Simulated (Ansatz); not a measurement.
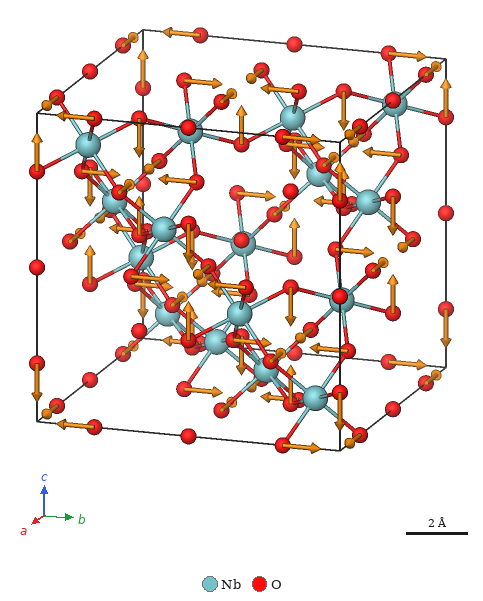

This is a relaxation of crystalline Nb₂O₇ (set up in Fd-3m). The starting structure is drawn; orange arrows show the displacements, 30 times their true length.

The picture is a ball-and-stick view of the conventional cell (4 times the calculation's cell), seen slightly off an axis. Lengths and directions refer to the drawn axes.

The calculation used Ansatz, DFT, PBE, plane-wave PAW, default files, scalar-relativistic, frozen cores. (plane-wave cutoff 420 eV; k-point mesh 4 × 4 × 4; occupations fermi dirac; smearing width 0.05 eV; no spin polarisation; potentials kind: paw, frozen_core: stored; atoms relaxed in a fixed cell; force threshold 0.02 eV/Å; at most 60 steps)

Q: Atoms of which element are displaced furthest, and by how much?

A: Oxygen: up to 0.045 Å, against 0.000 Å for niobium.

Q: What happened in the run?

A: Over 2 geometry steps the energy falls by 6.8 meV per atom. The largest force component goes from 0.45 to under 0.0001 eV/Å. The largest moves, 0.045 Å, are those of O atoms. Nb stays in place. The lattice vectors keep their values. Near-neighbour distances that change, for instance: Nb–O 1.987 → 1.972 Å. Among the angles between lasting bonds that change: Nb–O–Nb 140.2° → 142.7°. The space group stays Fd-3m (No. 227). The run took 39 s on 1 thread of Intel(R) Xeon(R) Platinum 8259CL CPU @ 2.50GHz (Skylake/Cascade Lake), on a shared host, peak memory 0.67 GiB.
